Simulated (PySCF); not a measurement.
Molecule: SMILES Nc1cc[c]cc1 (C₆H₆N), doublet. Atoms near the plane z = 0.6 Å, at the B3LYP/def2-SVP optimised geometry (x, y, z in Å): N1 (1.4, 1.9, 0.0), C2 (0.7, 0.7, 0.0), C3 (1.4, -0.5, 0.0), C4 (0.7, -1.8, 0.0), C5 (-0.7, -1.7, 0.0), C6 (-1.4, -0.5, 0.0), C7 (-0.7, 0.7, 0.0), H8 (2.4, 1.9, -0.3), H9 (0.9, 2.7, -0.3), H10 (2.5, -0.5, 0.0), H11 (1.3, -2.7, 0.0), H12 (-2.5, -0.5, 0.0), H13 (-1.2, 1.6, 0.0).

Computed with unrestricted B3LYP/def2-TZVP (PySCF 2.14.0). The values are rescaled to run from 0 to 1.

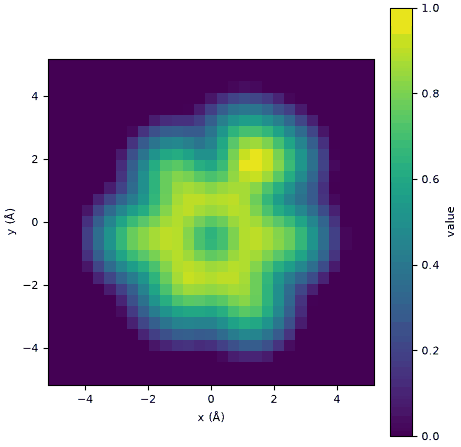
Figure. a field on the plane z = 0.6 Å.

Q: Which quantity is mapped?
(A) Laplacian of the electron density
(B) deformation density (molecule minus spherical neutral atoms)
(C) an orbital amplitude
(D) log10 of the electron density

A: D, log10 of the electron density. In full: log10 of the electron density (e/bohr³), floored at −4.
